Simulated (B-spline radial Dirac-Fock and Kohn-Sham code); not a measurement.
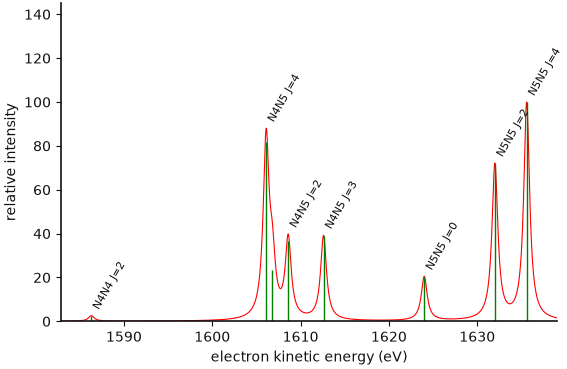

The Auger multiplet of an M5 hole with both final holes in N45, lines labelled by the leading pair of holes and J, broadened by 0.80 eV full width. Kinetic energies count from the vacuum level; very weak lines are left out. Lines are named by their largest jj component, which in light atoms can differ from the customary names. The figure is for the ion Bi²⁺ in the configuration [Xe] 4f14 5d10 6s2 6p1. Level of theory: Dirac–Fock ΔSCF energies in intermediate coupling of the two holes, Coulomb rates, valence shells as spectators; calculated with a radial B-spline solver.

Which line is strongest?

M5-N5N5 J=4 at 1.636 keV, 27 % of the multiplet.

Which of the lines shown has the highest kinetic energy, and why?

M5-N5N5 J=4 at 1.636 keV: its two-hole final state is the least tightly bound of those shown, so the most energy is left to the electron.

How wide is the M5 level from this decay?

0.451 eV from this multiplet.
